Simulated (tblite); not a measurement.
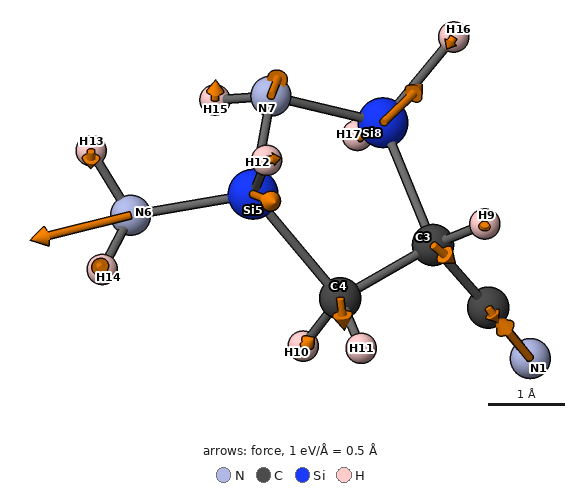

Starting geometry of C3H9N3Si2 with the computed forces as orange arrows. A ball-and-stick model, seen at a tilt.

Computed with GFN2-xTB geometry optimisation, gas phase (tblite). 

Q: Is this structure relaxed? If not, where do the atoms go?

A: It isn't relaxed: the largest force vector, on an N atom, is 2.90 eV/Å. The final displacements have little in common with the starting forces (cosine between the two patterns 0.24). The atom that moves furthest after the best rigid fit is an H atom (1.10 Å). By element the largest moves are H 1.10 Å, Si 0.23 Å, N 0.20 Å, C 0.11 Å. Among the contacts that change: N–Si 1.671 → 1.723 Å, N–Si 1.689 → 1.739 Å, C–C 1.464 → 1.425 Å, C–Si 1.860 → 1.896 Å. Among the angles between lasting bonds that change: Si–N–H 106.8° → 121.0°, Si–N–Si 104.8° → 118.1°, N–Si–N 98.4° → 109.8°. After 83 geometry steps the energy has fallen by 18.8 kcal/mol.
